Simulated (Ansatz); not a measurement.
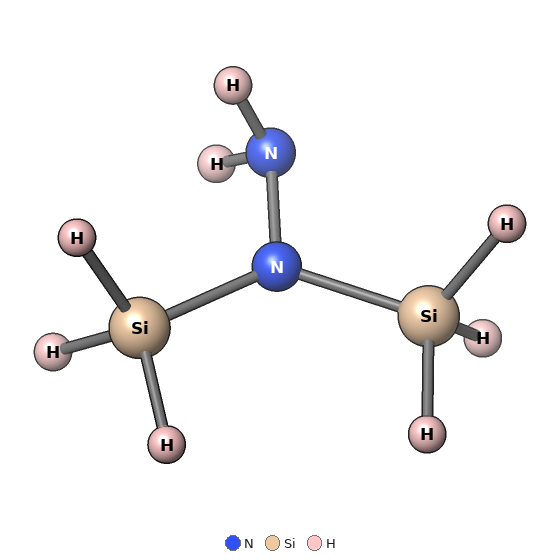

Depth is shown by fading: the farther an atom, the more it takes the colour of the background. The computed structure is the end point of a PBE0-D4/def2-TZVP optimisation.

Question: List the symmetry elements and name the point group.

Answer: It has 1 mirror plane, so the point group is Cs. The group has 2 operations. The geometry is achiral, and symmetry allows a dipole moment.
